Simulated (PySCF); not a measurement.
# triplet H3O+: levels of theory compared

We compute a comparison of 6 runs (UBLYP/aug-cc-pVTZ, UM06-L/aug-cc-pVTZ, UPBE0/aug-cc-pVTZ, USVWN5/aug-cc-pVTZ, UTPSS/aug-cc-pVTZ, UCCSD(T)/aug-cc-pVTZ) of triplet H3O+. 

The calculation is run with PySCF 2.14.0.

### Step 1. The system as given

H3O+ has 4 atoms, charge +1, and is taken as a triplet. As SMILES of the parent species, `[OH3+]`. Geometry: relaxed at PBE0-D4/def2-TZVP. That shape belongs to the parent species and isn't relaxed for this state.

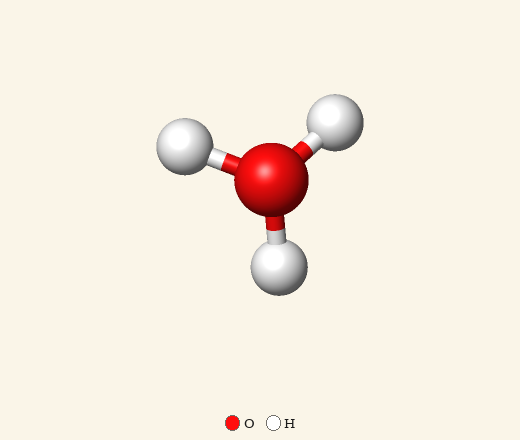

Viewed from a chosen angle; oxygen red, hydrogen white.

### Step 2. A single-point energy at UBLYP/aug-cc-pVTZ (run 1)

input.xyz

```xyz
4
H3O
O      0.181970    -0.056700    -0.052760
H      0.219060     0.918440     0.015140
H     -0.408890    -0.368290    -0.767380
H      0.007860    -0.493450     0.805020
```

job.py

```python
from pyscf import gto, dft

system = gto.Mole()
system.atom = 'input.xyz'
system.basis = 'aug-cc-pvtz'
system.spin = 2
system.max_memory = 1860
system.verbose = 3
system.charge = 1
system.build()

myscf = dft.UKS(system)
myscf.xc = 'blyp'
myscf.grids.level = 5
myscf.conv_tol = 1e-10
myscf.kernel()
if not myscf.converged:
    myscf = myscf.newton().run(myscf.mo_coeff, myscf.mo_occ)

e_final = myscf.e_tot
print('E(%s) = %.9f' % ('BLYP', e_final))
```

The run is started by

```console
$ OMP_NUM_THREADS=1 python job.py
```

Log:

```text
WARN: HOMO -0.0671448617198642 >= LUMO -0.446277189717343

WARN: HOMO -0.448199659627429 >= LUMO -0.94370049944945

WARN: HOMO -0.406758049671602 >= LUMO -0.829174409032287

WARN: HOMO -0.383600268906104 >= LUMO -0.791448486398989

WARN: HOMO -0.384194609418021 >= LUMO -0.789966755906301

WARN: HOMO -0.384074428582959 >= LUMO -0.790077629602168

WARN: HOMO -0.384147156231933 >= LUMO -0.790162643479748

WARN: HOMO -0.384149893427775 >= LUMO -0.790166913736337

WARN: HOMO -0.384149037080494 >= LUMO -0.790165398204651

WARN: HOMO -0.384148605777856 >= LUMO -0.790164554797217

converged SCF energy = -76.323408439758  <S^2> = 2.0010619  2S+1 = 3.0007078
E(BLYP) = -76.323408440
```

Wall time 14 s (1 thread of Arm Neoverse V1, shared host); peak memory 0.6 GiB.

### Step 3. A single-point energy at UM06-L/aug-cc-pVTZ (run 2)

calc.py

```python
from pyscf import gto, dft

mol = gto.M(
    atom='''
O      0.343873    -0.107147    -0.099702
H      0.413963     1.735600     0.028610
H     -0.772690    -0.695967    -1.450138
H      0.014853    -0.932485     1.521267
''',
    charge=1,
    unit='bohr',
    basis='aug-cc-pvtz',
    max_memory=1860,
    verbose=3,
    spin=2,
)

calc0 = dft.UKS(mol)
calc0.xc = 'm06-l'
calc0.conv_tol = 1e-10
calc0.grids.level = 5
calc0.kernel()
if not calc0.converged:
    calc0 = calc0.newton().run(calc0.mo_coeff, calc0.mo_occ)

e_tot = calc0.e_tot
print('E(%s) = %.9f' % ('M06-L', e_tot))
```

The run is started by

```console
$ OMP_NUM_THREADS=1 python calc.py
```

Log:

```text
WARN: HOMO -0.0472827236474167 >= LUMO -0.463024538957345

WARN: HOMO -0.445811946725827 >= LUMO -0.912106328464761

WARN: HOMO -0.39882099925477 >= LUMO -0.77391954766556

WARN: HOMO -0.374992575627466 >= LUMO -0.727537558651171

WARN: HOMO -0.376885691912086 >= LUMO -0.727408121380194

WARN: HOMO -0.37696763262803 >= LUMO -0.727591079035214

WARN: HOMO -0.376999807252009 >= LUMO -0.727562042195686

WARN: HOMO -0.376960149788314 >= LUMO -0.727565936482062

WARN: HOMO -0.376954541899252 >= LUMO -0.727564193359722

WARN: HOMO -0.376954910772241 >= LUMO -0.727569907168604

WARN: HOMO -0.376954856786867 >= LUMO -0.727570095946476

WARN: HOMO -0.376955061638011 >= LUMO -0.727570847350517

converged SCF energy = -76.3091755006103  <S^2> = 2.002826  2S+1 = 3.0018834
E(M06-L) = -76.309175501
```

It took 46 s on 1 thread of Arm Neoverse V1, shared host; peak memory 0.65 GiB.

Runs 3 to 4 aren't shown in full; the table further down has their settings and results.

### Step 4. The energy at UTPSS/aug-cc-pVTZ (run 5)

calc.py

```python
from pyscf import gto, dft

mol = gto.Mole()
mol.atom = 'O 0.181970 -0.056700 -0.052760; H 0.219060 0.918440 0.015140; H -0.408890 -0.368290 -0.767380; H 0.007860 -0.493450 0.805020'
mol.max_memory = 1860
mol.basis = 'aug-cc-pvtz'
mol.verbose = 3
mol.spin = 2
mol.charge = 1
mol.build()

mf = dft.UKS(mol, xc='tpss')
mf.conv_tol = 1e-10
mf.grids.level = 5
mf.kernel()
if not mf.converged:
    mf = mf.newton().run(mf.mo_coeff, mf.mo_occ)

etot = mf.e_tot
print('Final energy', etot)
```

The run is started by

```console
$ OMP_NUM_THREADS=1 python calc.py
```

Log:

```text
WARN: HOMO -0.0630100797384756 >= LUMO -0.455037936051234

WARN: HOMO -0.447235923368773 >= LUMO -0.93227502872548

WARN: HOMO -0.404148016671343 >= LUMO -0.804058220800405

WARN: HOMO -0.383509082852671 >= LUMO -0.765939576412425

WARN: HOMO -0.384518732928013 >= LUMO -0.764399313326233

WARN: HOMO -0.384461127228304 >= LUMO -0.764494650280458

WARN: HOMO -0.384507199498456 >= LUMO -0.764542409708113

WARN: HOMO -0.384504202857434 >= LUMO -0.764541920081371

WARN: HOMO -0.384503065581756 >= LUMO -0.764539396140496

WARN: HOMO -0.384503086859484 >= LUMO -0.764539523475221

converged SCF energy = -76.3443763386237  <S^2> = 2.0018061  2S+1 = 3.0012039
Final energy -76.34437633862375
```

Wall time 40 s (1 thread of Arm Neoverse V1, shared host); peak memory 0.65 GiB.

### Step 5. The energy at UCCSD(T)/aug-cc-pVTZ (run 6)

input.py

```python
from pyscf import gto, cc

mol = gto.Mole()
mol.atom = '''
O    0.181970  -0.056700  -0.052760
H    0.219060   0.918440   0.015140
H   -0.408890  -0.368290  -0.767380
H    0.007860  -0.493450   0.805020
'''
mol.max_memory = 1860
mol.verbose = 3
mol.spin = 2
mol.basis = 'aug-cc-pvtz'
mol.charge = 1
mol.build()

calc0 = mol.UHF()
calc0.conv_tol = 1e-10
calc0.kernel()
if not calc0.converged:
    calc0 = calc0.newton().run(calc0.mo_coeff, calc0.mo_occ)

mycc = cc.CCSD(calc0, frozen=1)
mycc.kernel()
e_t = mycc.ccsd_t()
energy = mycc.e_tot + e_t
print('E(%s) = %.9f' % ('CCSD(T)', energy))
```

The run is started by

```console
$ OMP_NUM_THREADS=1 python input.py
```

Log:

```text
WARN: HOMO -0.00408420721814906 >= LUMO -0.541487976699901

WARN: HOMO -0.481024636838924 >= LUMO -0.726480632576454

WARN: HOMO -0.466291519918656 >= LUMO -0.492608917917472

converged SCF energy = -75.9632354028652  <S^2> = 2.0043974  2S+1 = 3.0029302
E(UCCSD) = -76.19821308962652  E_corr = -0.2349776867613611
UCCSD(T) correction = -0.00641417302056329
E(CCSD(T)) = -76.204627263
```

Run time: 2.2 min. Hardware: 1 thread of Arm Neoverse V1, shared host; peak memory 1.6 GiB.

### Step 6. The series

```tsv
run	level	integration grid	frozen core orbitals	energy (Eh)	HOMO energy (eV)	⟨S²⟩	wall time
1	UBLYP/aug-cc-pVTZ	5	–	-76.323408	-10.45	2.001	14 s
2	UM06-L/aug-cc-pVTZ	5	–	-76.309176	-10.26	2.003	46 s
3	UPBE0/aug-cc-pVTZ	5	–	-76.255587	-11.28	2.002	17 s
4	USVWN5/aug-cc-pVTZ	5	–	-75.762077	-10.53	2.001	11 s
5	UTPSS/aug-cc-pVTZ	5	–	-76.344376	-10.46	2.002	40 s
6	UCCSD(T)/aug-cc-pVTZ	–	1	-76.204627	-12.96	2.004	2.2 min
```

### Step 7. Summary of results

| quantity | value |
| --- | --- |
| run 6: total energy | -76.20463 Eh |
| run 6: HOMO energy (Hartree–Fock orbitals) (highest over α and β) | -12.96 eV |
| run 6: LUMO energy (Hartree–Fock orbitals) (lowest over α and β) | -11.96 eV |
| run 6: correlation energy (1 core orbital frozen) | -241.4 mEh |
| run 6: (T) correction | -6.41 mEh |
| run 6: ⟨S²⟩ of the reference determinant | 2.004 |
| run 6: T1 diagnostic | 0.012 |

**Reading.** Totals of different functionals can't be ranked against each other. All runs together took 4.3 min, the longest 2.2 min.
